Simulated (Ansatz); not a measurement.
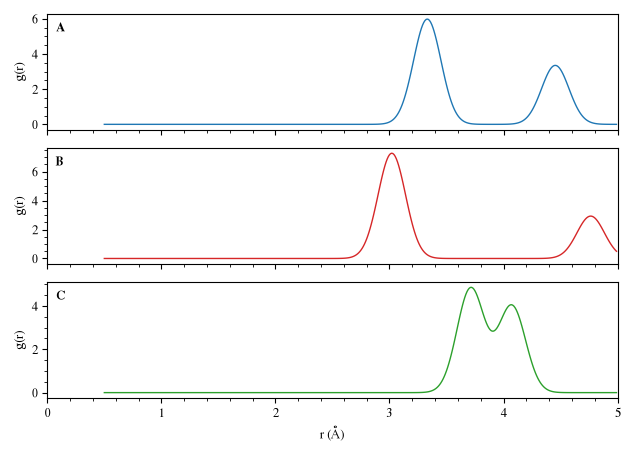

Partial pair correlation functions g(r) computed from the static structure of Ta₄GaSb₄Se₄, each distance broadened by a Gaussian of σ = 0.12 Å. Structure used: the geometry relaxed with DFT, PAW plane waves, pbe (Ansatz); the starting structure was generated, so it need not be a known form of this composition.

```
Ta Sb Se Ga
1.0
    11.02860    0.00000    0.00000
     0.00000   11.02860    0.00000
     0.00000    0.00000   11.02860
Ta Sb Se Ga
16 16 16 4
Cartesian
  1.0710 4.4433 1.0710
  6.5853 1.0710 9.9576
  9.9576 4.4433 9.9576
  4.4433 1.0710 1.0710
  1.0710 9.9576 6.5853
  6.5853 6.5853 4.4433
  9.9576 9.9576 4.4433
  4.4433 6.5853 6.5853
  6.5853 4.4433 6.5853
  1.0710 1.0710 4.4433
  4.4433 4.4433 4.4433
  9.9576 1.0710 6.5853
  6.5853 9.9576 1.0710
  1.0710 6.5853 9.9576
  4.4433 9.9576 9.9576
  9.9576 6.5853 1.0710
  3.9382 1.5761 3.9382
  3.9382 3.9382 1.5761
  1.5761 1.5761 1.5761
  1.5761 3.9382 3.9382
  3.9382 7.0904 9.4525
  3.9382 9.4525 7.0904
  1.5761 7.0904 7.0904
  1.5761 9.4525 9.4525
  9.4525 1.5761 9.4525
  9.4525 3.9382 7.0904
  7.0904 1.5761 7.0904
  7.0904 3.9382 9.4525
  9.4525 7.0904 3.9382
  9.4525 9.4525 1.5761
  7.0904 7.0904 1.5761
  7.0904 9.4525 3.9382
  4.0719 1.4424 9.5862
  9.5862 4.0719 1.4424
  6.9567 1.4424 1.4424
  1.4424 4.0719 9.5862
  4.0719 6.9567 4.0719
  9.5862 9.5862 6.9567
  6.9567 6.9567 6.9567
  1.4424 9.5862 4.0719
  9.5862 1.4424 4.0719
  4.0719 4.0719 6.9567
  1.4424 1.4424 6.9567
  6.9567 4.0719 4.0719
  9.5862 6.9567 9.5862
  4.0719 9.5862 1.4424
  1.4424 6.9567 1.4424
  6.9567 9.5862 9.5862
  0.0000 0.0000 0.0000
  0.0000 5.5143 5.5143
  5.5143 0.0000 5.5143
  5.5143 5.5143 0.0000
```

Question: Assign each lettered curve to its atom pair.

Answer: panel A is Sb–Sb (first distance 3.34 Å); panel B is Ta–Ta (first distance 3.03 Å); panel C is Se–Se (first distance 3.72 Å).

Question: Tabulate the first and second shells, merging distances less than 0.12 Å apart and averaging over sites.

Answer:
| pair | first shell (Å) | neighbours in it | second shell (Å) | neighbours in the second |
| --- | --- | --- | --- | --- |
| Sb–Sb | 3.34 | 3 Sb per Sb | 4.46 | 3 |
| Ta–Ta | 3.03 | 3 Ta per Ta | 4.77 | 3 |
| Se–Se | 3.72 | 3 Se per Se | 4.08 | 3 |
